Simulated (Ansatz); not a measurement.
**U-wB97M-V/3-21G run of NH+ (SMILES [NH+])**

Aim: the energy change on altering one bond length of NH+ at U-wB97M-V/3-21G, from 2 runs. 

The calculation is run with Ansatz 0.2.0.

8 further runs of the same task are left out: 2 that didn't finish, 6 set aside as unsound or not needed.

## 1. Starting point

NH+ has 2 atoms, charge +1, and is taken as a doublet. As SMILES, `[NH+]`. The shape is that of a GFN2-xTB optimisation.

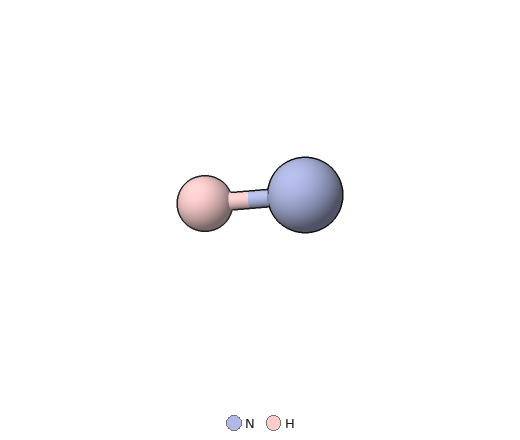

Viewed from a chosen angle; nitrogen light blue, hydrogen pink.

## 2. A single-point energy at U-wB97M-V/3-21G

Input file in.yaml:

```yaml
crystal:
  periodic: [false, false, false]
  atoms:
    - {symbol: "N", position_ang: [0.000000, 0.000000, 0.000000]}
    - {symbol: H, position_ang: [0.000000, 0.000000, 1.092650]}
basis:
  gaussian: {orbitals: 3-21G.json}
total_charge: 1
magnetization: {spin_polarized: true, initial_magnetization: 1}
hamiltonian: {xc: {name: wB97M-V}}
accuracy: high
```

The basis set 3-21G is read from a file made from the Basis Set Exchange's data (not shown).

The run is started by

```
$ ansatz run in.yaml --threads 1 --pin off --max-ram 2610MiB --events-out events.jsonl --progress --plain --runs-dir runs
```

Output:

```text
Warning: RAYON_NUM_THREADS=1 ignored (pool sized by the plan → 1); use --threads N
Functional definition: wB97M-V
  name "wB97M-V"
  parameter omega = 0.3/bohr
  parameter cx = 0.15
  parameter cx01 = 1.007
  parameter cx10 = 0.259
  parameter css00 = 0.443
  parameter css04 = -1.437
  parameter css10 = -4.535
  parameter css20 = -3.390
  parameter css43 = 4.278
  parameter cos00 = 1.000
  parameter cos10 = 1.358
  parameter cos20 = 2.924
  parameter cos21 = -8.812
  parameter cos60 = -1.390
  parameter cos61 = 9.142
  parameter b = 6.0
  parameter c = 0.01
  gx(w, u) = 1 - cx + cx01*u + cx10*w
  gss(w, u) = css00 + css04*u^4 + css10*w + css20*w^2 + css43*w^4*u^3
  gos(w, u) = cos00 + cos10*w + (cos20 + cos21*u)*w^2 + (cos60 + cos61*u)*w^6
  exchange = spin_sum(e_x_unif_sr(omega)*gx(b97_w, b97_u_x)) + cx*exact_x_sr(omega) + exact_x_lr(omega)
  correlation = spin_sum(e_c_pw_mod_same_spin*gss(b97_w, b97_u_same))
      + integral(e_c_pw_mod_opposite_spin*gos(b97_w_opposite, b97_u_opposite)) + vv10(b, c)
209 factors; integrals over basis functions are off by at most 3.6e-9 eV
78 factors; integrals over basis functions are off by at most 1.6e-9 eV
mean field evaluation 1: about -1480.1376 eV, gradient 1.1e1 eV
mean field evaluation 2: about -1480.5385 eV, gradient 4.1e0 eV
mean field evaluation 4: about -1480.6031 eV, gradient 2.7e-1 eV
mean field evaluation 8: about -1480.5957 eV, gradient 2.0e-3 eV
mean field evaluation 16: about -1480.5957 eV, gradient 4.5e-8 eV
mean field -1480.59566487 eV, -54.4108871001 hartree, gradient 4.7e-8 eV, S^2 0.751460; 1 other end points of the search recorded, 0 dependent functions left out
reference -1480.59566599 eV, -54.4108871415 hartree; 4, 3 occupied and 7, 8 virtual orbitals, 209 factors
Total energy: -1480.59566599 eV, -54.4108871415 hartree
```

It took 5.1 s on 1 thread of Arm Neoverse V1, shared host; peak memory 0.2 GiB.

## 3. The distorted shape at the same level

Input file in.yaml:

```yaml
crystal:
  periodic: [false, false, false]
  atoms:
    - symbol: "N"
      position_ang: [0.000000, 0.000000, -0.273150]
    - symbol: H
      position_ang: [0.000000, 0.000000, 1.092650]
basis:
  gaussian:
    orbitals: 3-21G.json
total_charge: 1
magnetization:
  spin_polarized: true
  initial_magnetization: 1
hamiltonian:
  xc: {name: wB97M-V}
accuracy: high
```

The basis set 3-21G is read from a file made from the Basis Set Exchange's data (not shown).

The run is started by

```
$ ansatz run in.yaml --threads 1 --pin off --max-ram 2610MiB --events-out events.jsonl --progress --plain --runs-dir runs
```

Output (excerpt; [...] marks lines left out):

```text
Warning: RAYON_NUM_THREADS=1 ignored (pool sized by the plan → 1); use --threads N
[... 2 set-up lines as earlier in the session ...]
[...]
  gx(w, u) = 1 - cx + cx01*u + cx10*w
  gss(w, u) = css00 + css04*u^4 + css10*w + css20*w^2 + css43*w^4*u^3
  gos(w, u) = cos00 + cos10*w + (cos20 + cos21*u)*w^2 + (cos60 + cos61*u)*w^6
[...]
      + integral(e_c_pw_mod_opposite_spin*gos(b97_w_opposite, b97_u_opposite)) + vv10(b, c)
208 factors; integrals over basis functions are off by at most 2.7e-9 eV
79 factors; integrals over basis functions are off by at most 1.4e-9 eV
[...]
mean field -1480.02647517 eV, -54.3899697644 hartree, gradient 2.7e-8 eV, S^2 0.842627; 4 other end points of the search recorded, 0 dependent functions left out
reference -1480.02647637 eV, -54.3899698085 hartree; 4, 3 occupied and 7, 8 virtual orbitals, 208 factors
Total energy: -1480.02647637 eV, -54.3899698085 hartree
```

It took 11 s on 1 thread of Arm Neoverse V1, shared host; peak memory 0.2 GiB.

## 4. Results

Level: U-wB97M-V/3-21G.

| quantity | value |
| --- | --- |
| first shape: total energy | -54.41089 Eh |
| first shape: ⟨S²⟩ | 0.751 |
| distorted shape: total energy | -54.38997 Eh |
| distorted shape: ⟨S²⟩ | 0.843 |
| energy change with the N1–H2 bond stretched from 1.093 to 1.366 Å | 0.569 eV |

With the N1–H2 bond stretched from 1.093 to 1.366 Å the energy rises by 0.57 eV (13.1 kcal/mol). The first shape isn't relaxed at this level, so the change isn't measured from a minimum.
